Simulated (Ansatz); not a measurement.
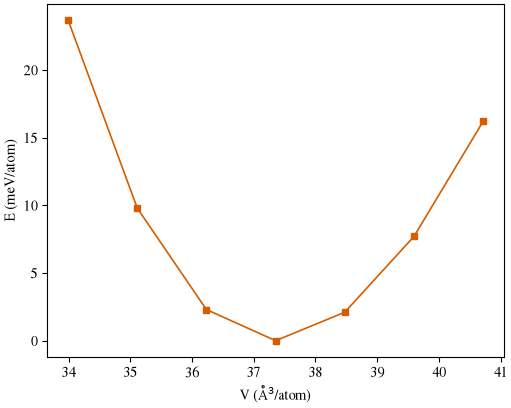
Cs₂CaBr₄ in space group I4/mmm (No. 139; Cs on 4e, Ca on 2a, Br on 4e, Br on 4c) under volume change, LDA (plane waves, PAW; program Ansatz), shape and atoms relaxed at each volume.

### Question
What does a third-order Birch–Murnaghan fit give for V₀, B₀ and B′?

### Answer
V₀ = 37.35 Å³/atom, B₀ = 20.5 GPa, B′ = 5.4.

The workflow started from a Materials Project entry (that database holds measured and hypothetical structures alike); the Crystallography Open Database copy checked does not list it. Whether it is the stable phase at ambient conditions was not checked. The LDA relaxation kept the symmetry of its start; whether a distortion lowers the energy is not shown. Scalar-relativistic: spin–orbit coupling is off unless named, which matters more the heavier the elements.

Potentials: the later of the program's two PAW sets.
